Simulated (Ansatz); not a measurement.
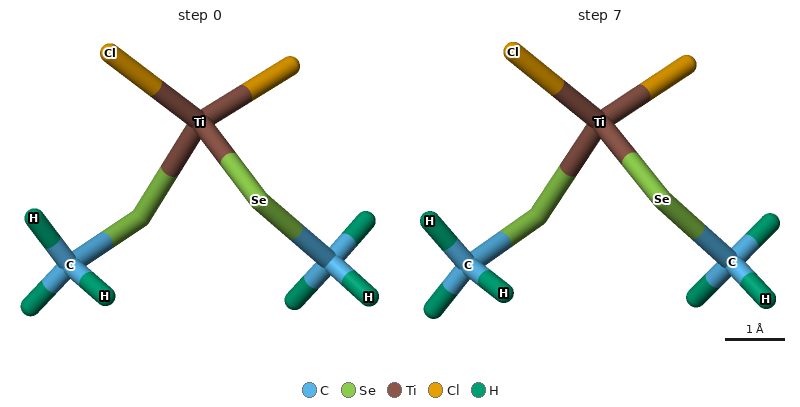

The structure of C2H6Cl2Se2Ti before (left) and after (right) a relaxation, at one scale.

Style: stick. Shown face on.

The start comes from PBE-D4/def2-SVP.

Method: RKS PBE0-D4/def2-TZVP (Ansatz). Set-up: force threshold 0.005 eV/Å; at most 150 steps.

Q: Summarise the run.

A: After 7 geometry steps the energy has fallen by 0.048 eV. Largest force component: 0.56 eV/Å at the start, 0.0014 eV/Å at the end. The largest move after the best rigid fit is that of an H atom, 0.10 Å. By element the largest moves are H 0.10 Å, Cl 0.07 Å, Se 0.06 Å, C 0.02 Å, Ti 0.01 Å. Near-neighbour distances that change, for instance: C–Se 1.981 → 1.962 Å, C–H 1.106 → 1.089 Å, Se–Ti 2.400 → 2.385 Å, Cl–Ti 2.194 → 2.183 Å. Bond angles that change, for instance: Cl–Ti–Cl 122.3° → 120.2°. The run took about 30 s of wall time on a shared GPU.
